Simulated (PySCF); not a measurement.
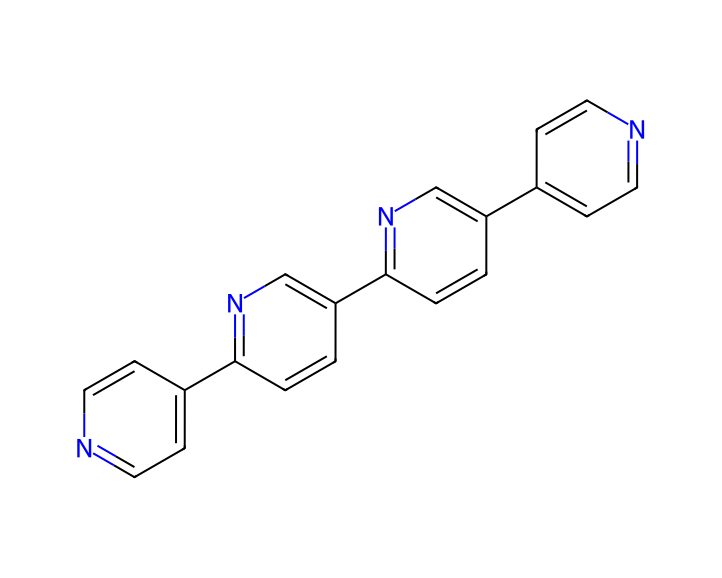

The computed structure is the end point of a GFN2-xTB optimisation. No frequency run is at hand to confirm it as a minimum. Level of theory: LC-wPBE/6-31G*, gas phase (PySCF 2.14.0). Excitations: vertical, Tamm–Dancoff approximation.

**Give the brightest of the 5 lowest singlets at this level.**

4.82 eV.

**Give the HOMO energy (Kohn–Sham orbital) at this level.**

−8.95 eV.

**What is the mean static polarisability?**

235.5 bohr³.

**What is the lowest vertical singlet excitation?**

4.76 eV.
